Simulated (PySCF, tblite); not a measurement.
# C₃H₁₁NSi₂: geometry, infrared bands and NMR shifts

Wanted: the infrared bands and NMR shifts of C₃H₁₁NSi₂ (`C=C[Si@@](C)(N)[SiH3]`), by calculation.

Computed with tblite 0.8.0 and PySCF 2.14.0, with density-fitted response routines of our own, on a single molecule in the gas phase. Atoms are numbered from 0 throughout.

**1. Starting geometry**

17 atoms, charge 0, multiplicity 1; geometry from: force field or distance geometry start.

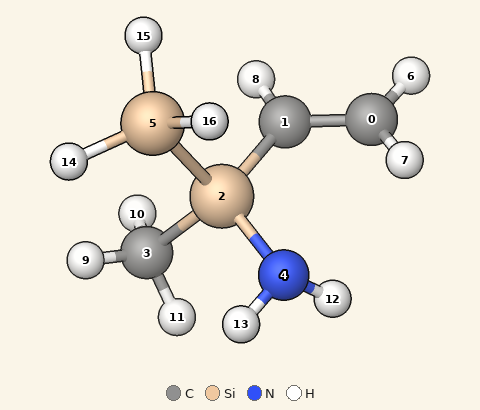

The starting geometry (carbon grey, silicon light orange, nitrogen blue, hydrogen white), atoms numbered; sticks join atoms by distance.

**2. Geometry optimisation with GFN2-xTB**

The job: settings as JSON, then the geometry in Å.

```
{"job": {"kind": "relax", "xc": "GFN2-xTB", "basis": "xTB"}, "charge": 0, "multiplicity": 1}
C      2.346700    -0.890700     0.427300
C      1.418500    -0.563900    -0.511000
Si    -0.236700    -0.009300     0.020400
C     -1.498300    -0.956600    -0.988000
N     -0.580100    -0.287000     1.752400
Si    -0.402600     2.202600    -0.277300
H      3.345700    -1.224400     0.140000
H      2.143800    -0.824700     1.493900
H      1.690800    -0.651100    -1.565000
H     -2.314000    -0.273000    -1.231800
H     -1.027400    -1.317500    -1.920600
H     -1.857400    -1.816200    -0.335300
H     -0.234000    -1.200900     2.075300
H     -1.627200    -0.220500     1.870600
H     -1.770000     2.602700    -0.641900
H      0.541600     2.599800    -1.298900
H      0.053600     2.842500     0.980000
```

Run with:

```bash
> OMP_NUM_THREADS=1 python probes_run.py task.json out
```

This one command runs all jobs of the session in turn.

Log:

```text
step      E/eV     max force
  0    -499.03565    2.999
  1    -499.22382    2.064
  2    -499.29819    0.618
  3    -499.33414    0.482
  4    -499.39867    0.428
  5    -499.42309    0.483
  6    -499.45274    0.495
  7    -499.47822    0.520
  8    -499.50163    0.475
  9    -499.51544    0.280
 10    -499.52487    0.188
 11    -499.53214    0.206
 12    -499.53742    0.250
 13    -499.54085    0.192
 14    -499.54328    0.094
 15    -499.54528    0.138
 16    -499.54723    0.141
 17    -499.54907    0.139
 18    -499.55073    0.089
 19    -499.55227    0.102
 20    -499.55361    0.103
 21    -499.55482    0.131
 22    -499.55618    0.114
 23    -499.55776    0.113
 24    -499.55934    0.099
 25    -499.56071    0.120
 26    -499.56188    0.124
 27    -499.56315    0.122
 28    -499.56483    0.157
 29    -499.56651    0.116
 30    -499.56772    0.077
 31    -499.56855    0.070
 32    -499.56943    0.130
 33    -499.57052    0.153
 34    -499.57158    0.108
 35    -499.57229    0.061
 36    -499.57278    0.048
 37    -499.57324    0.080
 38    -499.57370    0.090
 39    -499.57413    0.053
 40    -499.57455    0.042
 41    -499.57497    0.056
 42    -499.57563    0.092
 43    -499.57647    0.092
 44    -499.57724    0.059
 45    -499.57784    0.064
 46    -499.57844    0.073
 47    -499.57929    0.095
 48    -499.58036    0.104
 49    -499.58131    0.077
 50    -499.58198    0.057
 51    -499.58253    0.061
 52    -499.58312    0.088
 53    -499.58364    0.091
 54    -499.58417    0.107
 55    -499.58451    0.061
 56    -499.58484    0.041
 57    -499.58506    0.058
 58    -499.58567    0.076
 59    -499.58623    0.077
 60    -499.58678    0.065
 61    -499.58715    0.059
 62    -499.58746    0.051
 63    -499.58773    0.049
 64    -499.58795    0.039
 65    -499.58810    0.025
 66    -499.58820    0.026
 67    -499.58831    0.027
 68    -499.58849    0.033
 69    -499.58874    0.040
 70    -499.58900    0.052
 71    -499.58931    0.067
 72    -499.58972    0.072
 73    -499.59041    0.082
 74    -499.59121    0.102
 75    -499.59222    0.065
 76    -499.59290    0.059
 77    -499.59325    0.047
 78    -499.59347    0.042
 79    -499.59390    0.040
 80    -499.59431    0.050
 81    -499.59470    0.055
 82    -499.59502    0.040
 83    -499.59522    0.032
 84    -499.59534    0.026
 85    -499.59547    0.036
 86    -499.59565    0.033
 87    -499.59583    0.053
 88    -499.59599    0.028
 89    -499.59610    0.026
 90    -499.59621    0.024
 91    -499.59630    0.025
 92    -499.59642    0.021
 93    -499.59649    0.022
 94    -499.59657    0.025
 95    -499.59667    0.027
 96    -499.59682    0.028
 97    -499.59704    0.030
 98    -499.59725    0.023
 99    -499.59737    0.015
100    -499.59742    0.013
101    -499.59744    0.008
```

Run time: 1.2 s. Hardware: 1 thread of Arm Neoverse N1, shared host; peak memory 0.18 GiB.

Step by step: (not every step is listed)

| step | energy from step 0 (eV) | largest force (eV/Å) |
| --- | --- | --- |
| 0 | 0.0000 | 2.9990 |
| 1 | -0.1882 | 2.0644 |
| 2 | -0.2625 | 0.6182 |
| 3 | -0.2985 | 0.4819 |
| 4 | -0.3630 | 0.4280 |
| 5 | -0.3874 | 0.4834 |
| 6 | -0.4171 | 0.4945 |
| 7 | -0.4426 | 0.5202 |
| 8 | -0.4660 | 0.4751 |
| 16 | -0.5116 | 0.1409 |
| 24 | -0.5237 | 0.0987 |
| 32 | -0.5338 | 0.1299 |
| 40 | -0.5389 | 0.0418 |
| 48 | -0.5447 | 0.1039 |
| 56 | -0.5492 | 0.0412 |
| 64 | -0.5523 | 0.0394 |
| 72 | -0.5541 | 0.0724 |
| 80 | -0.5587 | 0.0498 |
| 88 | -0.5603 | 0.0282 |
| 96 | -0.5612 | 0.0281 |
| 97 | -0.5614 | 0.0304 |
| 98 | -0.5616 | 0.0232 |
| 99 | -0.5617 | 0.0153 |
| 100 | -0.5618 | 0.0131 |
| 101 | -0.5618 | 0.0083 |

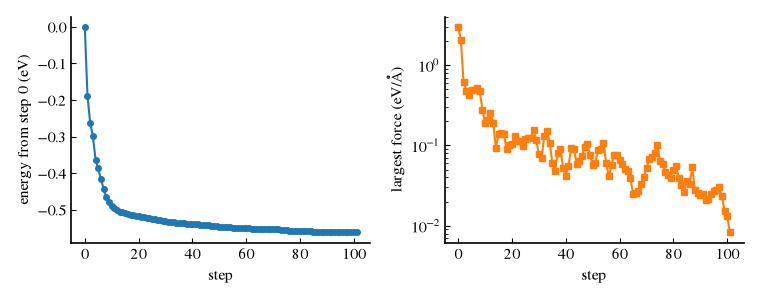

Energy and force, step by step.

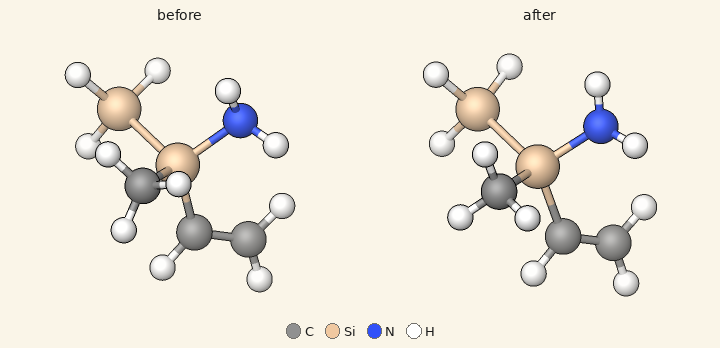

The geometry before (left) and after (right).

Distances of close pairs at the start and the end, largest changes first:

| bond | before (Å) | after (Å) | change (Å) |
| --- | --- | --- | --- |
| Si2–Si5 | 2.238 | 2.316 | +0.078 |
| C1–Si2 | 1.825 | 1.891 | +0.066 |
| Si2–N4 | 1.787 | 1.735 | -0.052 |
| C3–H11 | 1.137 | 1.088 | -0.050 |
| N4–H13 | 1.056 | 1.007 | -0.049 |
| Si2–C3 | 1.872 | 1.920 | +0.047 |
| C0–C1 | 1.360 | 1.323 | -0.037 |
| N4–H12 | 1.029 | 1.008 | -0.021 |

The end geometry stands in the next job.

**3. Harmonic vibrations with GFN2-xTB**

The job: settings as JSON, then the geometry in Å.

```
{"job": {"kind": "ir", "xc": "GFN2-xTB", "basis": "xTB"}, "charge": 0, "multiplicity": 1}
C      2.383442    -0.966969     0.501645
C      1.423148    -0.746940    -0.381234
Si    -0.275814    -0.020325     0.021220
C     -1.504604    -0.973462    -1.104076
N     -0.509991    -0.316271     1.714636
Si    -0.414489     2.272094    -0.279225
H      3.347677    -1.372849     0.231569
H      2.239774    -0.748259     1.547161
H      1.621933    -0.978234    -1.421785
H     -2.532806    -0.681327    -0.906615
H     -1.309800    -0.779525    -2.154920
H     -1.437244    -2.048638    -0.954723
H     -0.370349    -1.248271     2.072858
H     -1.290822     0.112068     2.184393
H     -1.771710     2.703410    -0.642002
H      0.456213     2.759957    -1.353790
H     -0.061558     3.045572     0.914977
```

Log:

```text
mode    cm-1     km/mol
  1     -16.9      0.01
  2      51.0      0.04
  3     110.6      0.81
  4     112.1      1.37
  5     127.5      1.38
  6     146.6      1.41
  7     180.5      3.14
  8     197.8     21.92
  9     201.2     14.30
 10     335.3      8.89
 11     426.6      5.91
 12     436.3     21.59
 13     445.6     16.66
 14     493.9    102.78
 15     508.8     98.52
 16     665.7     23.43
 17     710.9     72.40
 18     777.3     77.63
 19     785.4    545.19
 20     794.2    146.47
 21     814.4    147.71
 22     818.8     99.20
 23     841.7     84.21
 24     882.8    196.34
 25     916.3     17.16
 26    1006.5      6.95
 27    1034.3     13.98
 28    1280.8      1.03
 29    1374.8      7.59
 30    1416.5      0.45
 31    1495.8      0.50
 32    1498.7      0.04
 33    1525.2     45.82
 34    1668.2     10.38
 35    2198.2    372.56
 36    2223.7    380.38
 37    2230.7    216.37
 38    3018.6     41.09
 39    3020.9     36.63
 40    3028.8     38.39
 41    3038.9     27.56
 42    3061.8     63.60
 43    3105.0     43.90
 44    3462.0      1.21
 45    3501.9      3.85
```

It took 1 s on 1 thread of Arm Neoverse N1, shared host; peak memory 0.18 GiB.

The strongest bands and the atoms that carry them (share of the mass-weighted mode):

| cm⁻¹ | km/mol | atoms |
| --- | --- | --- |
| 494 | 102.8 | H12 29 %, H13 21 %, C1 12 %, N4 12 % |
| 785 | 545.2 | H15 19 %, H16 19 %, H14 15 % |
| 794 | 146.5 | H10 23 %, H9 19 %, C3 12 % |
| 814 | 147.7 | H15 51 %, H14 37 % |
| 883 | 196.3 | Si2 39 %, N4 38 % |
| 2198 | 372.6 | H14 95 % |
| 2224 | 380.4 | H15 87 % |
| 2231 | 216.4 | H16 87 % |

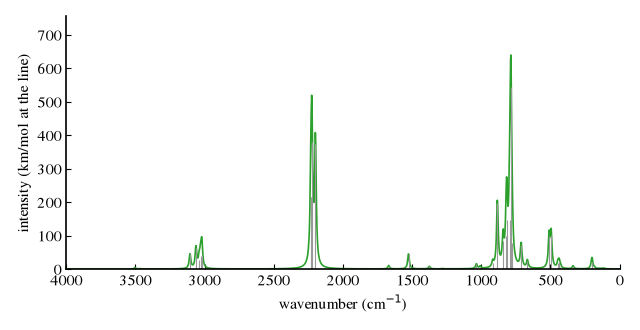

The infrared spectrum from these modes, unscaled. Lines are broadened to a width of 14 cm⁻¹ (Lorentzian).

**4. Nuclear shieldings: PBE0/pcSseg-1**

The job, as its differences from that of step 3:

```diff
@@ -1,2 +1,2 @@
-{"job": {"kind": "ir", "xc": "GFN2-xTB", "basis": "xTB"}, "charge": 0, "multiplicity": 1}
+{"job": {"kind": "nmr", "xc": "PBE0", "basis": "pcSseg-1"}, "charge": 0, "multiplicity": 1}
 C      2.383442    -0.966969     0.501645
```

Level: GIAO PBE0/pcSseg-1 NMR shielding, non-relativistic, gas phase.

Log:

```text
coarse grid: 14392 points
cycle   1  E = -754.0772819176  dE =  2.627e-01  |g| = 5.591e-01  |ddm| = 3.592e+00
cycle   2  E = -754.0468540850  dE =  3.043e-02  |g| = 6.708e-01  |ddm| = 1.028e+00
cycle   3  E = -754.1516037198  dE = -1.047e-01  |g| = 6.113e-02  |ddm| = 6.284e-01
cycle   4  E = -754.1523247206  dE = -7.210e-04  |g| = 2.634e-02  |ddm| = 7.807e-02
cycle   5  E = -754.1524858458  dE = -1.611e-04  |g| = 4.713e-03  |ddm| = 2.408e-02
cycle   6  E = -754.1524911215  dE = -5.276e-06  |g| = 2.129e-03  |ddm| = 6.691e-03
final grid: 127560 points
cycle   7  E = -754.1837984156  dE = -2.329e-05  |g| = 9.154e-03  |ddm| = 2.309e-02
cycle   8  E = -754.1837830866  dE =  1.533e-05  |g| = 1.227e-02  |ddm| = 1.663e-02
cycle   9  E = -754.1838173990  dE = -3.431e-05  |g| = 1.464e-03  |ddm| = 9.906e-03
cycle  10  E = -754.1838179500  dE = -5.510e-07  |g| = 2.557e-04  |ddm| = 1.493e-03
cycle  11  E = -754.1838179644  dE = -1.436e-08  |g| = 9.405e-05  |ddm| = 2.663e-04
cycle  12  E = -754.1838179663  dE = -1.910e-09  |g| = 2.564e-05  |ddm| = 9.263e-05
cycle  13  E = -754.1838179664  dE = -1.487e-10  |g| = 5.259e-06  |ddm| = 2.951e-05
converged SCF energy = -754.1838179664

GIAO shielding tensors (ppm)
atom      isotropic    diamagn.    paramagn.     s11        s22        s33       span
  0 C       45.863     254.013    -208.150    -80.294     46.437    171.446    251.740
  1 C       40.282     263.015    -222.733    -77.883     32.077    166.651    244.534
  2 Si     367.240     881.100    -513.860    321.729    377.811    402.180     80.451
  3 C      179.716     255.831     -76.114    169.944    178.014    191.190     21.245
  4 N      250.285     318.341     -68.056    219.334    251.399    280.122     60.788
  5 Si     467.303     880.970    -413.666    447.797    467.605    486.509     38.712
  6 H       25.243      28.897      -3.654     22.126     24.703     28.898      6.771
  7 H       25.334      32.372      -7.038     21.508     24.111     30.384      8.875
  8 H       25.318      32.758      -7.440     22.579     25.151     28.224      5.644
  9 H       31.430      31.407       0.023     27.626     29.210     37.454      9.828
 10 H       31.636      32.011      -0.374     27.844     28.786     38.278     10.434
 11 H       31.390      31.693      -0.303     27.660     28.958     37.553      9.893
 12 H       31.511      32.460      -0.949     24.473     27.288     42.772     18.299
 13 H       31.513      31.999      -0.486     24.127     28.034     42.378     18.250
 14 H       28.382      29.489      -1.108     25.019     26.429     33.696      8.677
 15 H       28.390      29.372      -0.982     24.940     26.397     33.833      8.893
 16 H       28.392      29.415      -1.024     24.888     26.434     33.853      8.965
```

Run time: 44 s. Hardware: 1 thread of Arm Neoverse N1, shared host; peak memory 0.85 GiB.

The references, computed at this level on geometries of the same kind, shield at (ppm): ¹H TMS 31.72, ¹³C TMS 186.9, ²⁹Si TMS 349.2, ¹⁵N NH3 267.7. Their shielding less the atom's gives the shift. The references are single molecules in the gas phase, so shifts against H2O, NH3, PH3, H3PO4 or CFCl3 are not on the usual liquid scales and can be off by tens of ppm. Atoms listed in one row are averaged.

| atoms | environment | σ (ppm) | δ (ppm) | δ scaled to CDCl3 |
| --- | --- | --- | --- | --- |
| C1 | alkene CH | 40.3 | 146.6 | 141.2 |
| C0 | terminal =CH2 carbon | 45.9 | 141.1 | 135.8 |
| C3 | methyl carbon bonded to Si | 179.7 | 7.2 | 5.1 |
| H6 | hydrogen on a terminal =CH2 carbon | 25.24 | 6.47 | 6.21 |
| H8 | hydrogen on an alkene CH | 25.32 | 6.40 | 6.14 |
| H7 | hydrogen on a terminal =CH2 carbon | 25.33 | 6.38 | 6.12 |
| H14, H15, H16 | hydrogen on a silicon bonded to Si | 28.39 | 3.33 | – |
| H9, H10, H11 | hydrogen on a methyl carbon bonded to Si | 31.49 | 0.23 | 0.32 |
| H12, H13 | hydrogen on a nitrogen bonded to Si | 31.51 | 0.21 | – |
| Si2 | silicon bonded to 2 C, N, Si | 367.2 | -18.1 | – |
| Si5 | silicon bonded to Si, 3 H | 467.3 | -118.1 | – |
| N4 | nitrogen bonded to Si, 2 H | 250.3 | 17.4 | – |

The scaled column applies a straight-line fit of computed shieldings to shifts measured in CDCl3 (root-mean-square error 0.16 ppm for H, 1.9 ppm for C).

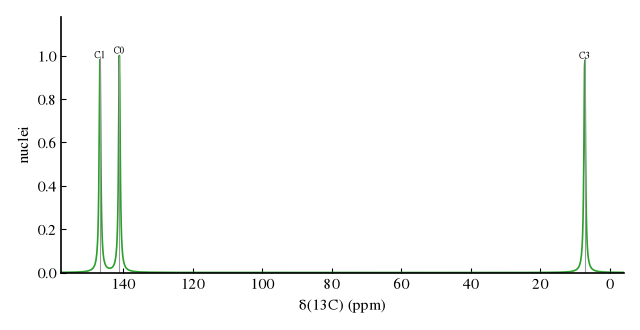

¹³C lines at the computed shifts, without couplings. Lines are broadened to a width of 0.56 ppm (Lorentzian).

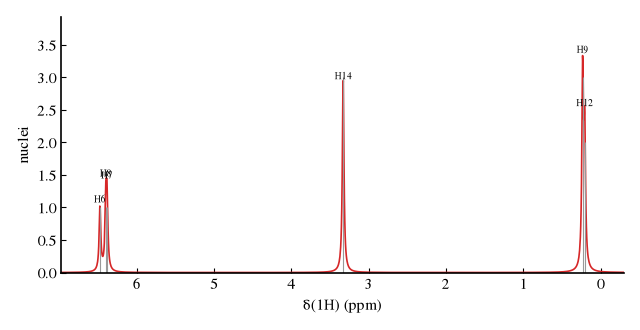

¹H lines at the computed shifts, without couplings. Lines are broadened to a width of 0.03 ppm (Lorentzian).

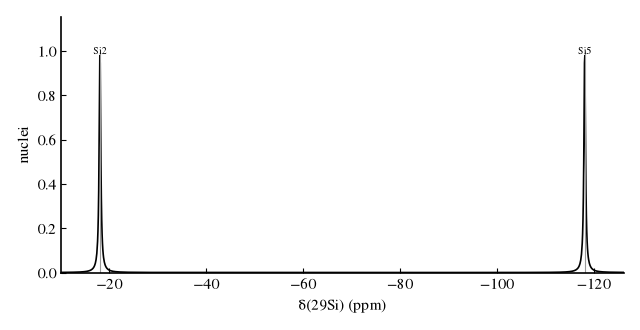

²⁹Si lines at the computed shifts, without couplings. Lines are broadened to a width of 0.40 ppm (Lorentzian).

The run also stored atomic charges by several schemes (e):

| atoms | Mulliken | IAO | Hirshfeld | ESP fit |
| --- | --- | --- | --- | --- |
| C0 | -0.15 | -0.28 | -0.09 | -0.29 |
| C1 | -0.49 | -0.42 | -0.14 | -0.37 |
| Si2 | 0.76 | 0.91 | 0.34 | 0.83 |
| C3 | -0.62 | -0.73 | -0.22 | -0.75 |
| N4 | -0.63 | -0.84 | -0.32 | -1.12 |
| Si5 | 0.20 | 0.25 | 0.20 | 0.12 |

Mulliken charges:

C0 -0.15; C1 -0.49; Si2 0.76; C3 -0.62; N4 -0.63; Si5 0.20; H6 0.12; H7 0.11; H8 0.12; H9 0.13; H10 0.13; H11 0.14; H12 0.19; H13 0.19; H14 -0.07; H15 -0.06; H16 -0.06

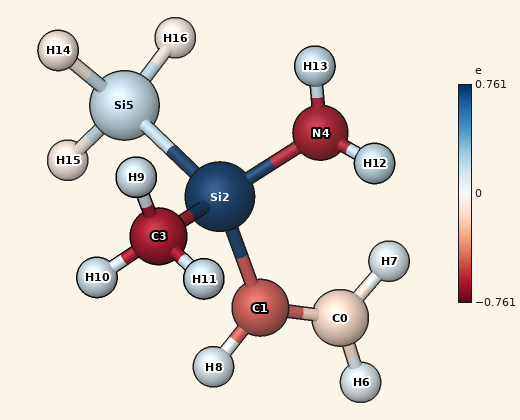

Mulliken charges, as colours on the atoms.

Mayer bond orders: C0–C1 2.00, C1–Si2 0.86, Si2–C3 0.90, Si2–N4 1.04, Si2–Si5 0.92.

**5. Outcome**

```
                                                              quantity                                   value
                             strongest single infrared mode (GFN2-xTB)                    785 cm⁻¹, 545 km/mol
                                          zero-point energy (GFN2-xTB)                           80.0 kcal/mol
                                ¹³C shifts against TMS (PBE0/pcSseg-1)                   146.6, 141.1, 7.2 ppm
¹H shifts against TMS (PBE0/pcSseg-1, means over atoms taken as alike)  6.47, 6.40, 6.38, 3.33, 0.23, 0.21 ppm
                               ²⁹Si shifts against TMS (PBE0/pcSseg-1)                       -18.1, -118.1 ppm
                                ¹⁵N shifts against NH3 (PBE0/pcSseg-1)                                17.4 ppm
```

What this shows: Over 101 steps the energy fell by 0.562 eV; of the close pairs, Si2–Si5 changed most, 2.238 to 2.316 Å. The lowest mode is slightly imaginary (17i cm⁻¹), a soft motion within the noise of the Hessian, so the minimum is not strictly shown. The strongest single mode, at 785 cm⁻¹, is spread over several atoms, H15, H16, H14 among them. Unscaled tight-binding wavenumbers are off by several per cent, some by more. Its intensities can rank the bands wrongly. The most deshielded carbon is C1 (alkene CH), at 146.6 ppm: an sp2 carbon of a C=C bond.
